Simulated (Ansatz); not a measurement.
# C2H8N2OSi: what the fields show

Input file:

```
crystal:
  periodic: [false, false, false]
  atoms:
    - { symbol: C, position_ang: [-2.4463, 0.7864, 0.3601] }
    - { symbol: C, position_ang: [-1.4236, 0.2824, -0.226] }
    - { symbol: "N", position_ang: [-0.3223, -0.1387, 0.406] }
    - { symbol: Si, position_ang: [1.1728, -0.9143, -0.038] }
    - { symbol: "N", position_ang: [1.8284, 0.2142, -1.0331] }
    - { symbol: O, position_ang: [2.0559, -0.9549, 1.2889] }
    - { symbol: H, position_ang: [-3.3186, 1.1397, -0.2479] }
    - { symbol: H, position_ang: [-2.5157, 1.004, 1.4131] }
    - { symbol: H, position_ang: [-1.3989, 0.1659, -1.2645] }
    - { symbol: H, position_ang: [-0.3504, -0.0859, 1.4556] }
    - { symbol: H, position_ang: [0.8834, -2.2125, -0.687] }
    - { symbol: H, position_ang: [1.364, 0.2089, -1.8928] }
    - { symbol: H, position_ang: [1.5206, 1.1472, -0.6303] }
    - { symbol: H, position_ang: [2.9376, -0.6716, 1.1247] }
basis:
  gaussian: { orbitals: def2-SVP }
hamiltonian:
  xc: pbe
  dispersion: d4
relax:
  f_tol: 0.02
  max_steps: 50
output:
  orbitals: {}
```

Launched as:

```sh
ansatz run input.yaml --threads 2 --pin off --max-ram 3072MiB --backend cpu --events-out ev --progress --plain --runs-dir out
```

The fields are those of the relaxed geometry.

All numbers below come from Ansatz, RKS PBE-D4/def2-SVP.

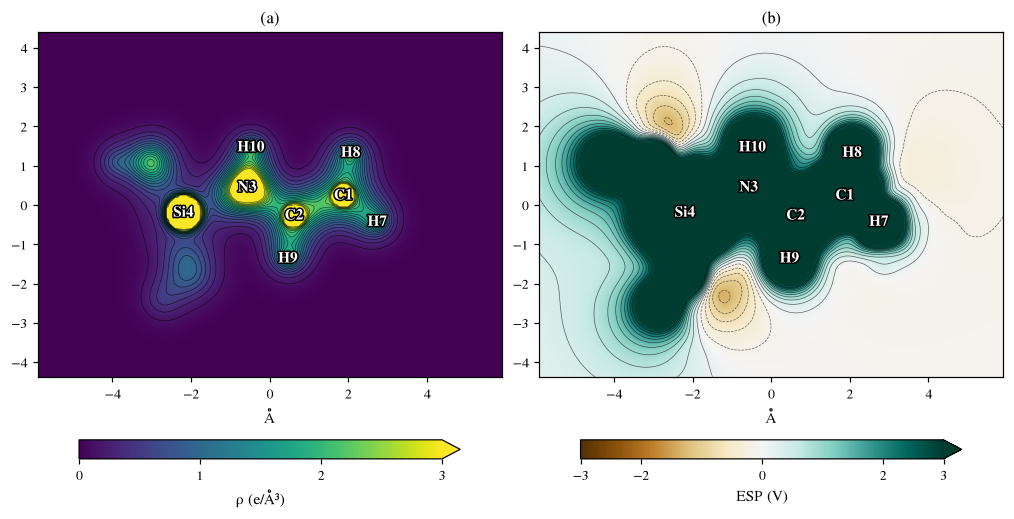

Figure 1. (a) total electron density; (b) electrostatic potential on the plane of atoms N3, C2 and H9.

Q: Describe what can be read from this map.

A: Atoms in the plane: C, N, Si and H.
C–C (1.35 Å): the density is about 2.2 e/Å³ at the midpoint.
C–N (1.39 Å): ρ at the midpoint is about 2.1 e/Å³.
Si–N (1.74 Å): the density is about 1 e/Å³ at the midpoint.
N–H (1.02 Å): ρ at the midpoint is about 2.8 e/Å³.
C–H (1.10 Å): ρ is about 1.9 e/Å³ halfway.
Outside the dense part of the molecule the potential is most negative (−1.3 V) near N5, which lies off the plane.

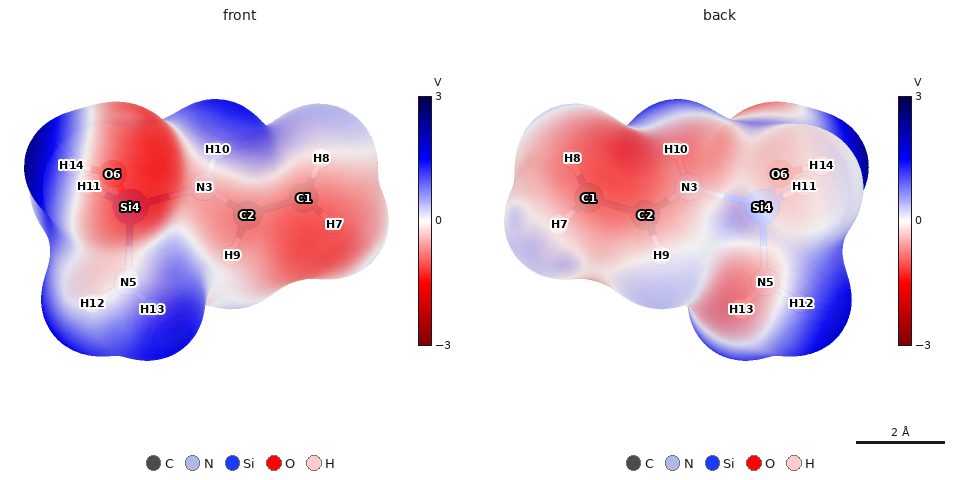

Figure 2. The molecular electrostatic potential painted on the density surface at 0.002 e/bohr³, seen from the front and from behind; red is negative and blue positive.

Q: Where is the surface potential most negative and most positive?

A: The most negative region (about −1.4 V, or −32 kcal/mol for a unit charge) lies over O6, the most positive (about +2.3 V, or +53 kcal/mol for a unit charge) over H14. O6 is the likeliest acceptor of a hydrogen bond.

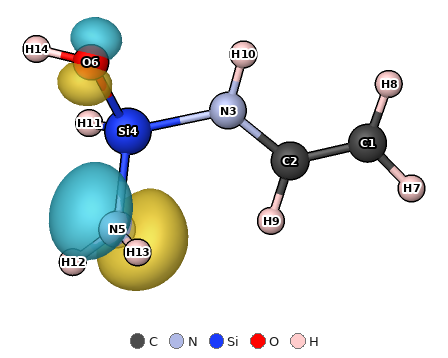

Figure 3. The HOMO−1 at ±0.2 Å⁻³ᐟ² (yellow and cyan are the two phases), seen across its widest extent.

Q: Where does this orbital lie, and at what energy?

A: Its weight (Hirshfeld) is mainly on N5 (about 65 %) and O6 (about 10 %); largely a lone pair of N5. Its energy is −6.03 eV.

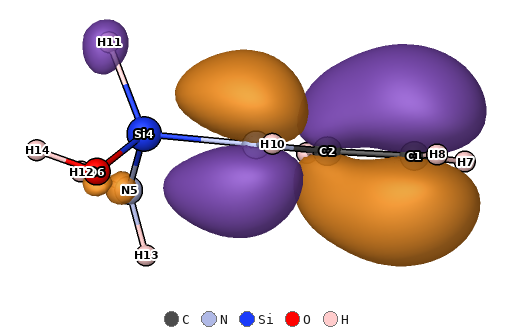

Figure 4. The HOMO at ±0.1 Å⁻³ᐟ² (orange and purple are the two phases), seen from one side.

Q: Describe this orbital and give its energy.

A: Its weight (Hirshfeld) is mainly on C1 (about 40 %), N3 (about 25 %) and C2 (about 20 %). Its energy is −4.56 eV.
